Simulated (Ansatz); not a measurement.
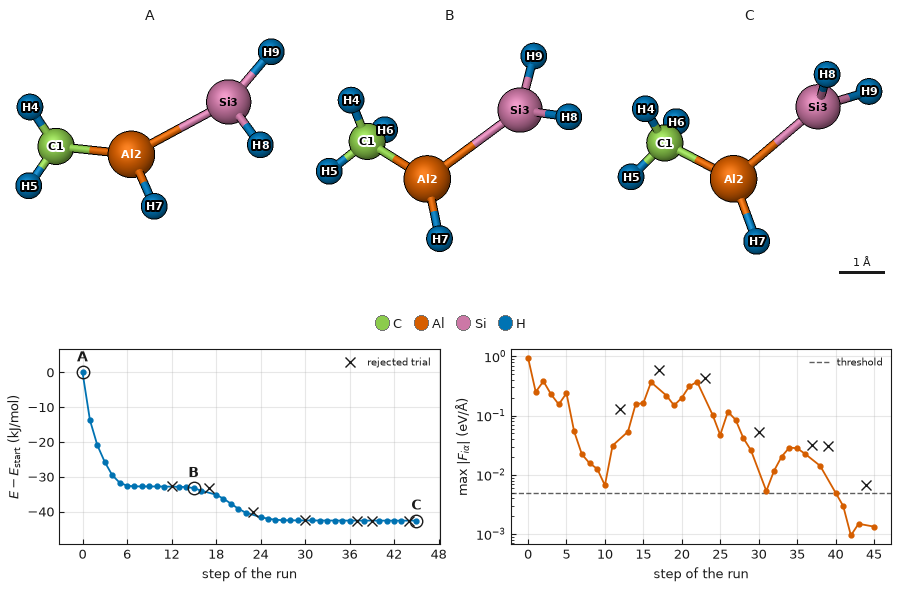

Frames of a relaxation of CH6AlSi (charge +1), marked on the history of the run. The picture is a ball-and-stick view, seen at a tilt.

Level of theory: Ansatz, RKS PBE0-D4/def2-TZVP. Set-up: force threshold 0.005 eV/Å; at most 200 steps.

### What happens along the run?

The largest move after the best rigid fit is that of H8, 1.80 Å. Largest moves by element: H 1.80 Å, Al 0.55 Å, Si 0.27 Å, C 0.26 Å. Near-neighbour distances that change, for instance: C1–Al2 1.958 → 1.924 Å, Al2–Si3 2.530 → 2.554 Å, Al2–H7 1.557 → 1.572 Å, Si3–H8 1.493 → 1.487 Å. Among the angles between lasting bonds that change: C1–Al2–Si3 142.9° → 114.9°, Al2–Si3–H9 153.7° → 126.3°, Al2–Si3–H8 102.9° → 126.3°. Groups turn about Al2–Si3 by about 90°. Over 38 accepted moves (45 points after the start) the energy falls by 42.6 kJ/mol. Largest force component: 0.95 eV/Å at the start, 0.0013 eV/Å at the end. The line search rejected the trial steps at points 12, 17, 23, 30, 37, 39, 44 of the run. From step 0 to 15: H9 moves most (1.09 Å), energy −33.2 kJ/mol. From step 15 to 45: H9 moves most (1.29 Å), energy −9.35 kJ/mol.

```csv
step,"E − E(0), kJ/mol","largest force component, eV/Å",note
0,0.00,0.9547,
1,-13.71,0.2514,
2,-20.92,0.3813,
3,-25.73,0.2289,
4,-29.49,0.1549,
5,-31.65,0.2397,
6,-32.53,0.0541,
7,-32.72,0.0223,
8,-32.73,0.0158,
9,-32.74,0.0127,
10,-32.75,0.0067,
12,-32.76,0.1306,rejected
14,-32.92,0.1570,
16,-33.95,0.3674,
17,-33.20,0.5836,rejected
19,-36.26,0.1489,
21,-39.14,0.3162,
23,-40.20,0.4296,rejected
25,-42.01,0.0472,
27,-42.45,0.0854,
28,-42.48,0.0421,
30,-42.47,0.0523,rejected
32,-42.53,0.0117,
34,-42.54,0.0289,
36,-42.55,0.0229,
38,-42.56,0.0142,
39,-42.55,0.0312,rejected
41,-42.56,0.0030,
43,-42.56,0.0015,
45,-42.56,0.0013,
```
